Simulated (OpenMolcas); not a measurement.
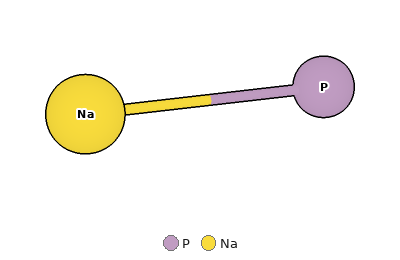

The molecule at the reference distance of 2.819 Å.

## Run report: PNa⁻, relativistic diatomic calculation (part 1 of 2)

- system: PNa⁻.
- method: SA-CASSCF(7,8)/XMS-CASPT2 + RASSI spin-orbit (X2C scalar, AMFI), ANO-RCC-VTZP (OpenMolcas)

### The input
```
&GATEWAY
Coord
2
angstrom
P 0.0 0.0 0.0
Na 0.0 0.0 2.8190
Basis=ANO-RCC-VTZP
Group=XY
RX2C
AMFI
ANGMom
0.0 0.0 0.0
RICD
&SEWARD
&GUESSORB
&RASSCF
FileOrb=$CurrDir/o42.orb
Symmetry=2
Spin=4
nActEl=7 0 0
Inactive=6 4
RAS2=4 4
CIRoot=8 8 1
Linear
Iterations=120 100
OrbListing=Nothing
PRWF=0.15
>>COPY $Project.RasOrb $CurrDir/o42.orb
>>COPY $Project.rasscf.h5 $CurrDir/r42.h5
&CASPT2
XMultistate=all
Imaginary=0.2
IPEA=0.25
MaxIter=40
>>COPY $Project.JobMix JOB001
&RASSCF
FileOrb=$CurrDir/o62.orb
Symmetry=2
Spin=6
nActEl=7 0 0
Inactive=6 4
RAS2=4 4
CIRoot=4 4 1
Linear
Iterations=120 100
OrbListing=Nothing
PRWF=0.15
>>COPY $Project.RasOrb $CurrDir/o62.orb
>>COPY $Project.rasscf.h5 $CurrDir/r62.h5
&CASPT2
XMultistate=all
Imaginary=0.2
IPEA=0.25
MaxIter=40
>>COPY $Project.JobMix JOB002
&RASSCF
FileOrb=$CurrDir/o61.orb
Symmetry=1
Spin=6
nActEl=7 0 0
Inactive=6 4
RAS2=4 4
CIRoot=2 2 1
Linear
Iterations=120 100
OrbListing=Nothing
PRWF=0.15
>>COPY $Project.RasOrb $CurrDir/o61.orb
>>COPY $Project.rasscf.h5 $CurrDir/r61.h5
&CASPT2
XMultistate=all
Imaginary=0.2
IPEA=0.25
MaxIter=40
>>COPY $Project.JobMix JOB003
&RASSI
Nr of JobIphs=3 8 4 2
1 2 3 4 5 6 7 8
1 2 3 4
1 2
SpinOrbit
EJob
Omega
MEES
MESO
Properties=4
'AngMom' 3 'Mltpl  1' 1 'Mltpl  1' 2 'Mltpl  1' 3
Thrs=1.0d-4
>>COPY $Project.rassi.h5 $CurrDir/so.h5
```

The first orbital files come from an earlier step.

Hardware: 1 thread of Intel Xeon (Granite Rapids), 128 GiB of memory available, shared host.

Command:
```bash
pymolcas m.inp (one call a module block, same work directory)
```

### The program's output (extracts)
```
++    Wave function specifications:
      Number of closed shell electrons          20
      Number of electrons in active shells       7
      Number of inactive orbitals               10
      Number of active orbitals                  8
      Number of secondary orbitals              50
      Spin quantum number                      1.5
      State symmetry                             2
++    Orbital specifications:
      Symmetry species                           1   2
                                                 a   b
      Frozen orbitals                            0   0
      Inactive orbitals                          6   4
      Active orbitals                            4   4
      RAS2 orbitals                              4   4
      Secondary orbitals                        26  24
      Number of basis functions                 36  32
      printout of CI-coefficients larger than  0.15 for root  1
      energy=    -503.607592
      conf/sym  1111 2222     Coeff  Weight
           106  2uu0 u200   0.94153 0.88647
           178  2u0u u200  -0.24032 0.05775
      printout of CI-coefficients larger than  0.15 for root  2
      energy=    -503.607592
      conf/sym  1111 2222     Coeff  Weight
           105  2uu0 2u00   0.94153 0.88647
           177  2u0u 2u00  -0.24032 0.05775
      printout of CI-coefficients larger than  0.15 for root  3
      energy=    -503.570609
      conf/sym  1111 2222     Coeff  Weight
            25  2200 uuu0   0.90345 0.81622
            26  2200 uu0u   0.17310 0.02996
            29  2ud0 uuu0  -0.20989 0.04405
           105  2uu0 2u00   0.15578 0.02427
           111  2uu0 uud0   0.16111 0.02596
           177  2u0u 2u00  -0.15946 0.02543
      printout of CI-coefficients larger than  0.15 for root  4
      energy=    -503.570609
      conf/sym  1111 2222     Coeff  Weight
            25  2200 uuu0  -0.17310 0.02996
            26  2200 uu0u   0.90345 0.81622
            30  2ud0 uu0u  -0.20989 0.04405
           106  2uu0 u200   0.15578 0.02427
           123  2uu0 uu0d   0.16111 0.02596
           178  2u0u u200  -0.15946 0.02543
      printout of CI-coefficients larger than  0.15 for root  5
      energy=    -503.523782
      conf/sym  1111 2222     Coeff  Weight
            25  2200 uuu0   0.28419 0.08076
            29  2ud0 uuu0   0.27652 0.07646
           108  2uu0 duu0   0.25845 0.06679
           109  2uu0 udu0  -0.18473 0.03412
           111  2uu0 uud0  -0.35379 0.12517
           177  2u0u 2u00   0.72119 0.52012
      printout of CI-coefficients larger than  0.15 for root  6
      energy=    -503.523782
      conf/sym  1111 2222     Coeff  Weight
            26  2200 uu0u  -0.28419 0.08076
            30  2ud0 uu0u  -0.27652 0.07646
           115  2uu0 du0u  -0.26031 0.06776
           116  2uu0 ud0u   0.18209 0.03316
           123  2uu0 uu0d   0.35379 0.12517
           178  2u0u u200  -0.72119 0.52012
      printout of CI-coefficients larger than  0.15 for root  7
      energy=    -503.512791
      conf/sym  1111 2222     Coeff  Weight
            25  2200 uuu0   0.16654 0.02774
            29  2ud0 uuu0   0.42237 0.17840
           105  2uu0 2u00  -0.23015 0.05297
           108  2uu0 duu0   0.22611 0.05113
           109  2uu0 udu0  -0.31117 0.09683
           111  2uu0 uud0  -0.42487 0.18052
           177  2u0u 2u00  -0.56873 0.32345
      printout of CI-coefficients larger than  0.15 for root  8
      energy=    -503.512791
      conf/sym  1111 2222     Coeff  Weight
            26  2200 uu0u   0.16654 0.02774
            30  2ud0 uu0u   0.42237 0.17840
           106  2uu0 u200  -0.23015 0.05297
           115  2uu0 du0u   0.36875 0.13598
           123  2uu0 uu0d  -0.42487 0.18052
           178  2u0u u200  -0.56873 0.32345
      Natural orbitals and occupation numbers for root  1
      sym 1:   1.997026   1.026534   0.968336   0.006857
      sym 2:   0.998637   1.954934   0.003127   0.044548
      Natural orbitals and occupation numbers for root  2
      sym 1:   1.997026   1.026534   0.968336   0.006857
      sym 2:   1.954934   0.998637   0.044548   0.003127
      Natural orbitals and occupation numbers for root  3
      sym 1:   1.996808   1.881598   0.090193   0.030162
      sym 2:   1.060817   0.998510   0.938851   0.003061
      Natural orbitals and occupation numbers for root  4
      sym 1:   1.996808   1.881598   0.090193   0.030162
      sym 2:   0.998510   1.060817   0.003061   0.938851
      Natural orbitals and occupation numbers for root  5
      sym 1:   1.995683   1.105837   0.241471   0.658109
      sym 2:   1.556214   0.995470   0.440057   0.007159
      Natural orbitals and occupation numbers for root  6
      sym 1:   1.995683   1.105837   0.241471   0.658109
      sym 2:   0.995470   1.556214   0.007159   0.440056
      Natural orbitals and occupation numbers for root  7
      sym 1:   1.995519   1.073037   0.580227   0.348776
      sym 2:   1.406641   0.972745   0.589262   0.033793
      Natural orbitals and occupation numbers for root  8
      sym 1:   1.995519   1.073037   0.580227   0.348775
      sym 2:   0.972745   1.406641   0.033793   0.589262
      RASSCF energy for state  8                   -503.51279107
::    RASSCF root number  1 Total energy:   -503.60759231
::    RASSCF root number  2 Total energy:   -503.60759231
::    RASSCF root number  3 Total energy:   -503.57060937
::    RASSCF root number  4 Total energy:   -503.57060936
::    RASSCF root number  5 Total energy:   -503.52378158
::    RASSCF root number  6 Total energy:   -503.52378158
::    RASSCF root number  7 Total energy:   -503.51279107
::    RASSCF root number  8 Total energy:   -503.51279107
      Von Neumann Entropy (Root   1) =  1.70000
++    Wave function specifications:
      Number of closed shell electrons           6
      Number of electrons in active shells       7
      Number of inactive orbitals                3
      Number of active orbitals                  8
      Number of secondary orbitals              50
      Spin quantum number                      1.5
      State symmetry                             2
      Number of CSFs                           672
      Number of CASSCF root(s) available         8
      CASPT2 state passed to geometry opt.       8
      A file JOBMIX will be created
      This is a MULTI-STATE CASSCF reference
      Number of CI roots used                    8
      These are:                                 1   2   3   4   5   6   7   8
      Off-diagonal elements of Heff are computed
  FINAL CASPT2 RESULT:
      Reference energy:        -503.6075923116
      E2 (Non-variational):      -0.2802574548
      Shift correction:          -0.0030683572
      E2 (Variational):          -0.2833258121
      Total energy:            -503.8909181237
      Reference weight:           0.90902
  FINAL CASPT2 RESULT:
      Reference energy:        -503.6075923105
      E2 (Non-variational):      -0.2802574475
      Shift correction:          -0.0030683567
      E2 (Variational):          -0.2833258042
      Total energy:            -503.8909181147
      Reference weight:           0.90902
  FINAL CASPT2 RESULT:
      Reference energy:        -503.5706093710
      E2 (Non-variational):      -0.2796205279
      Shift correction:          -0.0037015225
      E2 (Variational):          -0.2833220503
      Total energy:            -503.8539314214
      Reference weight:           0.90741
  FINAL CASPT2 RESULT:
      Reference energy:        -503.5706093633
      E2 (Non-variational):      -0.2796205330
      Shift correction:          -0.0037015240
      E2 (Variational):          -0.2833220570
      Total energy:            -503.8539314203
      Reference weight:           0.90741
  FINAL CASPT2 RESULT:
      Reference energy:        -503.5237815847
      E2 (Non-variational):      -0.2795755881
      Shift correction:          -0.0035354643
      E2 (Variational):          -0.2831110524
      Total energy:            -503.8068926371
      Reference weight:           0.90548
  FINAL CASPT2 RESULT:
      Reference energy:        -503.5237815835
      E2 (Non-variational):      -0.2795755742
      Shift correction:          -0.0035354635
      E2 (Variational):          -0.2831110377
      Total energy:            -503.8068926212
      Reference weight:           0.90548
  FINAL CASPT2 RESULT:
      Reference energy:        -503.5127910729
      E2 (Non-variational):      -0.2605156354
      Shift correction:          -0.0050650460
      E2 (Variational):          -0.2655806813
      Total energy:            -503.7783717543
      Reference weight:           0.90692
  FINAL CASPT2 RESULT:
      Reference energy:        -503.5127910693
      E2 (Non-variational):      -0.2605156334
      Shift correction:          -0.0050650464
      E2 (Variational):          -0.2655806798
      Total energy:            -503.7783717491
      Reference weight:           0.90692
       Total XMS-CASPT2 energies:
::    XMS-CASPT2 Root  1     Total energy:   -503.88945272
::    XMS-CASPT2 Root  2     Total energy:   -503.88945271
::    XMS-CASPT2 Root  3     Total energy:   -503.85129527
::    XMS-CASPT2 Root  4     Total energy:   -503.85129527
::    XMS-CASPT2 Root  5     Total energy:   -503.80405892
::    XMS-CASPT2 Root  6     Total energy:   -503.80405891
::    XMS-CASPT2 Root  7     Total energy:   -503.78530703
::    XMS-CASPT2 Root  8     Total energy:   -503.78530701
++    Wave function specifications:
      Number of closed shell electrons          20
      Number of electrons in active shells       7
      Number of inactive orbitals               10
      Number of active orbitals                  8
      Number of secondary orbitals              50
      Spin quantum number                      2.5
      State symmetry                             2
      printout of CI-coefficients larger than  0.15 for root  1
      energy=    -503.556216
      conf/sym  1111 2222     Coeff  Weight
             2  2uu0 uu0u  -0.97126 0.94334
            14  2u0u uu0u   0.23198 0.05381
      printout of CI-coefficients larger than  0.15 for root  2
      energy=    -503.556216
      conf/sym  1111 2222     Coeff  Weight
             1  2uu0 uuu0   0.97126 0.94334
            13  2u0u uuu0  -0.23198 0.05381
      printout of CI-coefficients larger than  0.15 for root  3
      energy=    -503.485018
      conf/sym  1111 2222     Coeff  Weight
             2  2uu0 uu0u   0.23201 0.05383
            14  2u0u uu0u   0.97071 0.94229
      printout of CI-coefficients larger than  0.15 for root  4
      energy=    -503.485018
      conf/sym  1111 2222     Coeff  Weight
             1  2uu0 uuu0   0.23201 0.05383
            13  2u0u uuu0   0.97071 0.94229
      Natural orbitals and occupation numbers for root  1
      sym 1:   1.998211   1.000112   0.999102   0.000857
      sym 2:   1.000526   1.000527   0.001193   0.999473
      Natural orbitals and occupation numbers for root  2
      sym 1:   1.998211   1.000112   0.999102   0.000857
      sym 2:   1.000527   1.000526   0.999473   0.001193
      Natural orbitals and occupation numbers for root  3
      sym 1:   1.997070   1.000187   0.001876   0.999201
      sym 2:   1.000490   1.001425   0.001175   0.998574
      Natural orbitals and occupation numbers for root  4
      sym 1:   1.997070   1.000187   0.001876   0.999201
      sym 2:   1.001425   1.000490   0.998574   0.001175
      RASSCF energy for state  4                   -503.48501821
::    RASSCF root number  1 Total energy:   -503.55621631
::    RASSCF root number  2 Total energy:   -503.55621631
::    RASSCF root number  3 Total energy:   -503.48501821
::    RASSCF root number  4 Total energy:   -503.48501821
      Von Neumann Entropy (Root   1) =  2.51253
++    Wave function specifications:
      Number of closed shell electrons           6
      Number of electrons in active shells       7
      Number of inactive orbitals                3
      Number of active orbitals                  8
      Number of secondary orbitals              50
      Spin quantum number                      2.5
      State symmetry                             2
      Number of CSFs                           108
      Number of CASSCF root(s) available         4
      CASPT2 state passed to geometry opt.       4
      A file JOBMIX will be created
      This is a MULTI-STATE CASSCF reference
      Number of CI roots used                    4
      These are:                                 1   2   3   4
      Off-diagonal elements of Heff are computed
  FINAL CASPT2 RESULT:
      Reference energy:        -503.5562163136
      E2 (Non-variational):      -0.2458430043
      Shift correction:          -0.0018736528
      E2 (Variational):          -0.2477166571
      Total energy:            -503.8039329707
      Reference weight:           0.93127
  FINAL CASPT2 RESULT:
      Reference energy:        -503.5562163136
      E2 (Non-variational):      -0.2458429972
      Shift correction:          -0.0018736523
      E2 (Variational):          -0.2477166496
      Total energy:            -503.8039329632
      Reference weight:           0.93127
  FINAL CASPT2 RESULT:
      Reference energy:        -503.4850182055
      E2 (Non-variational):      -0.2478552364
      Shift correction:          -0.0020297425
      E2 (Variational):          -0.2498849789
      Total energy:            -503.7349031845
      Reference weight:           0.92816
  FINAL CASPT2 RESULT:
      Reference energy:        -503.4850182055
      E2 (Non-variational):      -0.2478552325
      Shift correction:          -0.0020297421
      E2 (Variational):          -0.2498849746
      Total energy:            -503.7349031801
      Reference weight:           0.92816
       Total XMS-CASPT2 energies:
::    XMS-CASPT2 Root  1     Total energy:   -503.80403996
::    XMS-CASPT2 Root  2     Total energy:   -503.80403995
::    XMS-CASPT2 Root  3     Total energy:   -503.73479620
::    XMS-CASPT2 Root  4     Total energy:   -503.73479619
++    Wave function specifications:
      Number of closed shell electrons          20
      Number of electrons in active shells       7
      Number of inactive orbitals               10
      Number of active orbitals                  8
      Number of secondary orbitals              50
      Spin quantum number                      2.5
      State symmetry                             1
      printout of CI-coefficients larger than  0.15 for root  1
      energy=    -503.543685
      conf/sym  1111 2222     Coeff  Weight
             1  2uuu uu00   0.99829 0.99659
      printout of CI-coefficients larger than  0.15 for root  2
      energy=    -503.496549
      conf/sym  1111 2222     Coeff  Weight
            25  2u00 uuuu   0.99786 0.99573
      Natural orbitals and occupation numbers for root  1
      sym 1:   1.996540   1.000278   0.997444   0.999997
      sym 2:   1.001191   1.001191   0.001679   0.001679
      Natural orbitals and occupation numbers for root  2
      sym 1:   1.995861   1.000049   0.004155   0.000256
      sym 2:   1.001805   1.001805   0.998035   0.998035
      RASSCF energy for state  2                   -503.49654900
::    RASSCF root number  1 Total energy:   -503.54368535
::    RASSCF root number  2 Total energy:   -503.49654900
      Von Neumann Entropy (Root   1) =  2.51963
++    Wave function specifications:
      Number of closed shell electrons           6
      Number of electrons in active shells       7
      Number of inactive orbitals                3
      Number of active orbitals                  8
      Number of secondary orbitals              50
      Spin quantum number                      2.5
      State symmetry                             1
      Number of CSFs                           108
      Number of CASSCF root(s) available         2
      CASPT2 state passed to geometry opt.       2
      A file JOBMIX will be created
      This is a MULTI-STATE CASSCF reference
      Number of CI roots used  SPIN-FREE ENERGIES:
  (Shifted by EMIN (a.u.) =       -503.8894527175)
 SF State       Relative EMIN(au)   Rel lowest level(eV)    D:o, cm**(-1)      Abs_M
     1             0.0000000000        0.0000000000              0.0000         1.0
     2             0.0000000121        0.0000003281              0.0026         1.0
     3             0.0381574463        1.0383170089           8374.5915         1.0
     4             0.0381574492        1.0383170879           8374.5921         1.0
     5             0.0853937970        2.3236835935          18741.7721         1.0
     6             0.0853938028        2.3236837514          18741.7734         1.0
     9             0.0854127577        2.3241995393          18745.9335         1.0
    10             0.0854127654        2.3241997490          18745.9352         1.0
    13             0.0927644193        2.5242484430          20359.4367         0.0
     7             0.1041456865        2.8339485024          22857.3362         1.0
     8             0.1041457045        2.8339489905          22857.3401         1.0
    14             0.1475420903        4.0148248061          32381.7459         0.0
    11             0.1546565222        4.2084183600          33943.1832         1.0
    12             0.1546565263        4.2084184736          33943.1841         1.0
```

(Continued in part 2.) Outcome of the run: converged; whether the anion is bound against detachment isn't tested.
